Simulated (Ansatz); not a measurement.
bcc Na, treated with LC-ωPBE (Ansatz, a first-principles code, plane waves, PAW).

Run with plane-wave cutoff 460 eV, 10×10×10 k mesh, Fermi–Dirac smearing 0.05 eV, scalar-relativistic PAW data made under PBE.

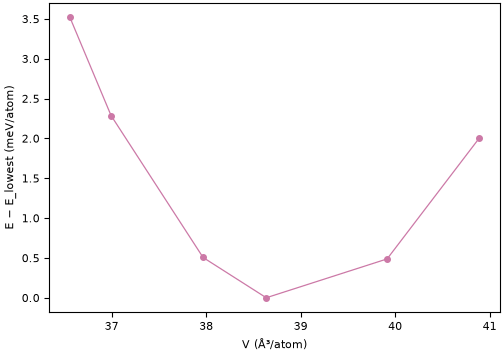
*Total energy against volume*

**Question.** From the curve, estimate the equilibrium volume and the bulk modulus.

**Answer.** V0 ≈ 38.9 Å³/atom and B0 ≈ 7.2 GPa; the fit gives V0 = 38.931 Å³/atom, B0 = 7.20 GPa, B′ = 3.5.

Measured, for comparison: bulk modulus 7.9 GPa (0 K value with the zero-point phonon effect removed, our sources range from 7.63 to 7.91; as tabulated in Mejia-Rodriguez and Trickey (2018), arXiv:1807.09216); equilibrium volume per atom 37.42 Å³/atom (static lattice: zero-point anharmonic expansion removed; as tabulated in Mejia-Rodriguez and Trickey (2018), arXiv:1807.09216). Computed (rounded) less measured: bulk modulus -9 % (-6 % to -9 % over the range), equilibrium volume per atom +4.0 %.

Static lattice: no zero-point or thermal effects.

The result took about 10 core-minutes (a rough figure).
